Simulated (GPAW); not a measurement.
# Core-hole calculation of the Ni K edge in ZnNi (Pm-3m), part 3 of 3

Aim: the near-edge shape at the Ni K edge of ZnNi (Pm-3m), and what the core hole does to it.

GPAW 26.7.0; X-ray absorption from dipole matrix elements to empty bands, plane-wave PAW LDA.

So far. Step 5 (Spectrum with XCH, Ni atom 2): The total-energy difference is 8311.60 eV. Step 6 (Spectrum with FCH, Ni atom 2): The scaled spectrum changes by 3 % r.m.s. The highest intensity below 24 eV goes from 17.1 eV (1.62) to 17.2 eV (1.62).

The database entry behind the starting cell is an old determination (1936), so it need not match the best structure at ambient conditions.

**7. Spectrum with XCH, Ni atom 2**

A test of how far the result depends on this setting.

Changed against the first core-hole run: broadening from Gaussian full width 1.44 eV up to 4 eV, rising linearly to 3.5 eV at 25 eV to Gaussian full width 0.5 eV up to 4 eV, rising linearly to 1.5 eV at 25 eV.

Input file xas.py:

```python
import numpy as np
from ase import Atoms
from ase.parallel import parprint, paropen
from gpaw import GPAW, PW, FermiDirac, Mixer, MixerDif, setup_paths
from gpaw.test import gen
setup_paths.insert(0, '.')
gen('Ni', name='fch1s', xcname='LDA', corehole=(1, 0, 1), write_xml=True)
from gpaw.mpi import world
world.barrier()

atoms = Atoms('Zn9Ni9',
    cell=[[2.9083, 0, 5.8166],
     [-5.8166, 2.9083, 0],
     [0, -5.8166, 2.9083]],
    scaled_positions=[[0.38888889, 0.94444444, 0.72222222],
     [0.83333333, 0.16666667, 0.83333333],
     [0.72222222, 0.61111111, 0.05555556],
     [0.61111111, 0.05555556, 0.27777778],
     [0.27777778, 0.38888889, 0.94444444],
     [0.5, 0.5, 0.5],
     [0.16666667, 0.83333333, 0.16666667],
     [0.05555556, 0.27777778, 0.38888889],
     [0.94444444, 0.72222222, 0.61111111],
     [0, 0, 0],
     [0.44444444, 0.22222222, 0.11111111],
     [0.33333333, 0.66666667, 0.33333333],
     [0.22222222, 0.11111111, 0.55555556],
     [0.88888889, 0.44444444, 0.22222222],
     [0.11111111, 0.55555556, 0.77777778],
     [0.77777778, 0.88888889, 0.44444444],
     [0.66666667, 0.33333333, 0.66666667],
     [0.55555556, 0.77777778, 0.88888889]],
    magmoms=[0.0, 0.0, 0.0, 0.0, 0.0, 0.0, 0.0, 0.0, 0.0, 2.0, 2.0, 2.0, 2.0, 2.0, 2.0, 2.0, 2.0, 2.0],
    pbc=True)
atoms.calc = calc = GPAW(legacy_gpaw=True, mode=PW(430, force_complex_dtype=True), xc='LDA', setups={9: 'fch1s'},
    kpts={'size': (3, 3, 3), 'gamma': True}, occupations=FermiDirac(0.1),
    charge=-1, mixer=MixerDif(0.05, 8, 50), maxiter=150,
    convergence={'density': 0.0001, 'eigenstates': 1e-6}, txt='scf.txt')
energy = atoms.get_potential_energy() + calc.get_reference_energy()
ef = calc.get_fermi_level()
out = dict(energy=energy, fermi=ef, forces=atoms.get_forces().tolist(), magmoms=atoms.get_magnetic_moments().tolist())
parprint(f'all-electron energy {energy:.4f} eV, Fermi level {ef:.4f} eV')
ev = np.array([[calc.get_eigenvalues(k, s) for k in range(len(calc.get_ibz_k_points()))] for s in range(calc.get_number_of_spins())])
out['homo'], out['lumo'], out['counts'] = ev[ev < ef].max(), ev[ev > ef].min(), sorted(set((ev < ef).sum((0, 2)).tolist()))
out['filled'] = (ev[:, 0] < ef).sum(1).tolist()

from ase.units import Ha
from gpaw.xas import dipole_matrix_elements
nb = int(calc.get_number_of_electrons() / 2) + 179
top, nb = nb, nb + 8 + nb // 12
nscf = calc.fixed_density(kpts={'size': (3, 3, 3), 'gamma': True}, nbands=nb,
    convergence={'bands': top, 'eigenstates': 5e-3}, maxiter=60, txt='nscf.txt')
cell = atoms.cell.array
ops = [cell.T @ U.T @ np.linalg.inv(cell.T) for U in nscf.wfs.kd.symmetry.op_scc]
E = np.arange(-6, 34, 0.1)
fwhm = np.interp(E, [4, 25], [0.5, 1.5])
Y, X, zero, highest = 0, 0, 1e9, 1e9
for spin in range(nscf.get_number_of_spins()):
    wfs = nscf.wfs
    mine = wfs.bd.get_slice()  # this rank's bands
    A = dipole_matrix_elements(wfs.setups[9])
    eps = np.zeros((wfs.kd.nibzkpts, nb))
    d = np.zeros((3, A.shape[1], wfs.kd.nibzkpts, nb), complex)
    for kpt in wfs.kpt_u:
        if kpt.s == spin and 9 in kpt.P_ani:
            eps[kpt.k, mine] = kpt.eps_n * Ha
            d[:, :, kpt.k, mine] = (kpt.weight * wfs.nspins / 2) ** 0.5 * np.inner(A, kpt.P_ani[9])
    world.sum(eps)
    world.sum(d)
    T = np.einsum('amkn,bmkn->abkn', d, d.conj()).real
    T = sum(np.einsum('ai,ijkn,bj->abkn', R, T, R) for R in ops) / len(ops)
    empty = eps > ef
    zero, highest = min(zero, eps[empty].min()), min(highest, eps[:, top - 1].min())
    lines = [(eps, T, empty)] if spin == 0 else lines + [(eps, T, empty)]
for eps, T, empty in lines:
    f = np.einsum('aakn->akn', T).reshape(3, -1)
    x = eps.ravel() - zero
    w = np.interp(x, E, fwhm) / 2.35482
    g = np.exp(-0.5 * ((E[:, None] - x) / w) ** 2) / (w * (2 * np.pi) ** 0.5)
    Y = Y + (f * empty.ravel()) @ g.T
    X = X + (f * ~empty.ravel()) @ g.T
out.update(E=E.round(2).tolist(), xas=Y.tolist(), xes=X.tolist(), zero=zero, valid=highest - zero, nk=len(eps), nb=nb)
for i in range(0, len(E), 10):
    parprint(f'{E[i]:7.2f}', *(f'{v:10.3e}' for v in Y[:, i]))
import json
with paropen('out.json', 'w') as f:
    json.dump(out, f)
```

Started as:

```console
> OMP_NUM_THREADS=1 mpirun -n 4 gpaw python xas.py
```

Numbers of over 12 decimals in the logs are rounded to 6 here.

The log of the run:

```text
Input parameters:
  charge: -1
  convergence: {density: 0.0001,
                eigenstates: 1e-06}
  kpts: {gamma: True,
         size: (3, 3, 3)}
  maxiter: 150
  mixer: {backend: pulay,
          beta: 0.05,
          method: difference,
          nmaxold: 8,
          weight: 50}
  mode: {ecut: 430.0,
         force_complex_dtype: True,
         name: pw}
  occupations: {fixmagmom: False,
[...]
4s:      -0.570148    -0.570533
3p:      -3.433483    -3.434132
3d:      -0.952222    -0.952912
*f:                   -0.019534
-------------------------------
all-electron energy -802582.3010 eV, Fermi level 7.3368 eV
  -6.00 1.474e-181 1.474e-181 1.474e-181
  -5.00 1.479e-128 1.479e-128 1.479e-128
  -4.00  3.499e-85  3.499e-85  3.499e-85
  -3.00  1.967e-51  1.967e-51  1.967e-51
[...]
32.00  3.442e-07  3.442e-07  3.442e-07
  33.00  4.629e-07  4.629e-07  4.629e-07
[key lines of the parts left out:]
Converged after 20 iterations.
Dipole moment: (-0.000000, -0.000000, 0.000000) |e|*Ang
Free energy:   -142.345882
Fermi level: 7.33681
```

The job ended after 3.5 min (4 MPI ranks of Intel Xeon 6975P-C (Granite Rapids), shared host; peak memory 0.63 GiB; 14 min of CPU time).

| E (eV) | first run | this run |
| --- | --- | --- |
| -2.0 | 0.00 | 0.00 |
| -1.0 | 0.03 | 0.00 |
| 0.0 | 0.32 | 0.31 |
| 1.0 | 0.61 | 0.93 |
| 2.0 | 0.45 | 0.35 |
| 3.0 | 0.43 | 0.27 |
| 4.0 | 0.61 | 0.49 |
| 5.0 | 0.70 | 0.67 |
| 6.0 | 0.83 | 0.53 |
| 7.0 | 1.05 | 1.24 |
| 8.0 | 0.94 | 0.68 |
| 9.0 | 1.02 | 1.19 |
| 10.0 | 0.98 | 1.05 |
| 11.0 | 0.92 | 0.67 |
| 12.0 | 1.09 | 1.39 |
| 13.0 | 1.20 | 0.90 |
| 14.0 | 1.33 | 1.51 |
| 15.0 | 1.41 | 1.31 |
| 16.0 | 1.50 | 1.32 |
| 17.0 | 1.62 | 1.97 |
| 18.0 | 1.48 | 1.63 |
| 19.0 | 1.14 | 0.99 |
| 20.0 | 0.87 | 0.76 |
| 21.0 | 0.74 | 0.75 |
| 22.0 | 0.69 | 0.62 |
| 23.0 | 0.72 | 0.54 |
| 24.0 | 0.82 | 0.82 |
| 25.0 | 0.92 | 1.12 |
| 26.0 | 0.95 | 1.00 |
| 27.0 | 0.91 | 0.89 |
| 28.0 | 0.87 | 0.81 |
| 29.0 | 0.85 | 0.83 |
| 30.0 | 0.86 | 0.85 |
| 31.0 | 0.92 | 0.83 |
| 32.0 | 1.01 | 0.93 |

Against the first run the r.m.s. difference is 17 %. The highest intensity below 24 eV goes from 17.1 eV (1.62) to 17.3 eV (2.05).

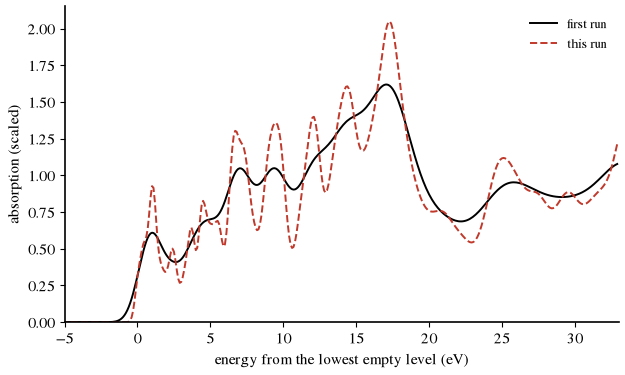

The effect of the change (broadening from Gaussian full width 1.44 eV up to 4 eV, rising linearly to 3.5 eV at 25 eV to Gaussian full width 0.5 eV up to 4 eV, rising linearly to 1.5 eV at 25 eV).

The photon energy of the zero moves by +0.00 eV.

**8. With and without the hole**

Both curves are counted from their own zero, so only the shift of weight within the empty states shows.

| E (eV) | no hole | XCH |
| --- | --- | --- |
| -2.0 | 0.00 | 0.00 |
| -1.0 | 0.03 | 0.03 |
| 0.0 | 0.26 | 0.32 |
| 1.0 | 0.61 | 0.61 |
| 2.0 | 0.46 | 0.45 |
| 3.0 | 0.29 | 0.43 |
| 4.0 | 0.58 | 0.61 |
| 5.0 | 0.74 | 0.70 |
| 6.0 | 0.87 | 0.83 |
| 7.0 | 0.85 | 1.05 |
| 8.0 | 0.83 | 0.94 |
| 9.0 | 1.02 | 1.02 |
| 10.0 | 1.09 | 0.98 |
| 11.0 | 0.89 | 0.92 |
| 12.0 | 0.93 | 1.09 |
| 13.0 | 1.22 | 1.20 |
| 14.0 | 1.29 | 1.33 |
| 15.0 | 1.28 | 1.41 |
| 16.0 | 1.53 | 1.50 |
| 17.0 | 1.83 | 1.62 |
| 18.0 | 1.73 | 1.48 |
| 19.0 | 1.29 | 1.14 |
| 20.0 | 0.89 | 0.87 |
| 21.0 | 0.76 | 0.74 |
| 22.0 | 0.80 | 0.69 |
| 23.0 | 0.87 | 0.72 |
| 24.0 | 0.92 | 0.82 |
| 25.0 | 0.94 | 0.92 |
| 26.0 | 0.96 | 0.95 |
| 27.0 | 0.99 | 0.91 |
| 28.0 | 1.00 | 0.87 |
| 29.0 | 0.96 | 0.85 |
| 30.0 | 0.92 | 0.86 |
| 31.0 | 0.95 | 0.92 |
| 32.0 | 1.06 | 1.01 |

With each curve scaled to its own mean, the area from −2 to 6 eV with the hole is 3.5 against 3.4, and the centre of weight from −1 to 20 eV moves by -0.3 eV (first and strongest maxima below 20 eV: 1.2 eV (0.63), 9.8 eV (1.10), 13.8 eV (1.30) and 17.3 eV (1.85) without the hole, 1.0 eV (0.61), 7.0 eV (1.05), 9.4 eV (1.05) and 17.1 eV (1.62) with it), a small effect on these measures.

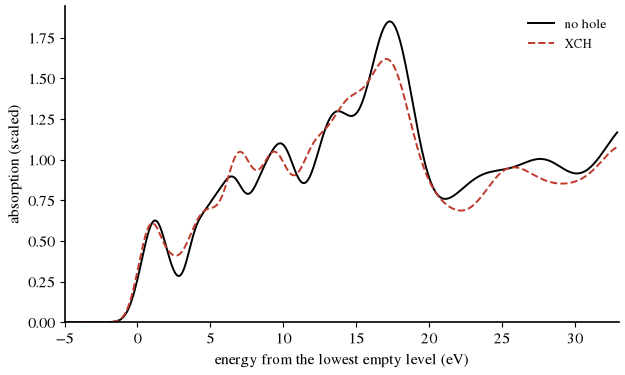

The Ni K edge with and without the core hole, each from its own zero; the highest intensity below 24 eV lies at 17.1 eV with the hole.

**9. What came out**

```json
{"absorber and edge": "Ni K, atom 2 of the ground-state input (counted from 1)", "surroundings": "8 Zn at 2.52 Å and 6 Ni at 2.91 Å (cube and octahedron, as in bcc, site symmetry m-3m)", "highest intensity below 24 eV": "17.1 eV above the zero, height 1.62", "photon energy of the zero (spin-polarised hole, raw)": "8311.6 eV (LDA puts this hole about 18 eV below PBE, itself good to a few eV)"}
```

The Ni K edge of atom 2, with 8 Zn at 2.52 Å and 6 Ni at 2.91 Å (cube and octahedron, as in bcc, site symmetry m-3m), has its highest intensity of the first 24 eV at 17.1 eV above the zero, near 8329 eV in photon energy (LDA puts this hole about 18 eV below PBE, itself good to a few eV), 1.6 times the mean level of the first 20 eV (Gaussian full width 1.44 eV up to 4 eV, rising linearly to 3.5 eV at 25 eV). With each curve scaled to its own mean, the area from −2 to 6 eV with the hole is 3.5 against 3.4, and the centre of weight from −1 to 20 eV moves by -0.3 eV (first and strongest maxima below 20 eV: 1.2 eV (0.63), 9.8 eV (1.10), 13.8 eV (1.30) and 17.3 eV (1.85) without the hole, 1.0 eV (0.61), 7.0 eV (1.05), 9.4 eV (1.05) and 17.1 eV (1.62) with it), a small effect on these measures. Changing the core hole to FCH alters the shape by 3 % r.m.s., so the result is insensitive to this choice. Changing the broadening from Gaussian full width 1.44 eV up to 4 eV, rising linearly to 3.5 eV at 25 eV to Gaussian full width 0.5 eV up to 4 eV, rising linearly to 1.5 eV at 25 eV alters the shape by 17 % r.m.s., a modest effect on the whole. The strongest dipole feature below the main edge lies at 1.0 eV (height 0.61); the site has an inversion centre, so it comes from p states mixed with the neighbours' empty states, not from local p–d mixing. The hole lies in one spin channel, while the script sums the empty states of both and takes the lower zero; where the two channels are split, this blurs and shifts the curve. Quadrupole 1s→3d transitions, which feed the pre-edge, are not in the dipole spectrum. The starting moments shrank to 0.01 μB or less, so this is hardly a magnetic state. The mesh is coarse (0.37 Å⁻¹ between points), so small maxima may be mesh ripples. The structure is a published determination, not relaxed.

[Banner, clock and machine lines of the logs are left out without a mark of their own.]

[Logs are printed without paths, hosts, clocks, repeated set-up lines and the standing remarks that a program may print on its own settings, such as how far it seeks lower states.]

[Hosts, paths, dates, database ids (printed as entryN), source tags and the programs' standing remarks are cut or masked in the printed files.]

[Lists of maxima count a maximum above −3 eV only where it reaches 4 % of the highest in the window and stands out from its surroundings by 2 % of it (1.5 % where it reaches 55 %); shoulders and weaker maxima are passed over, and of the rest the first, up to two pre-edge ones and the few strongest are named.]
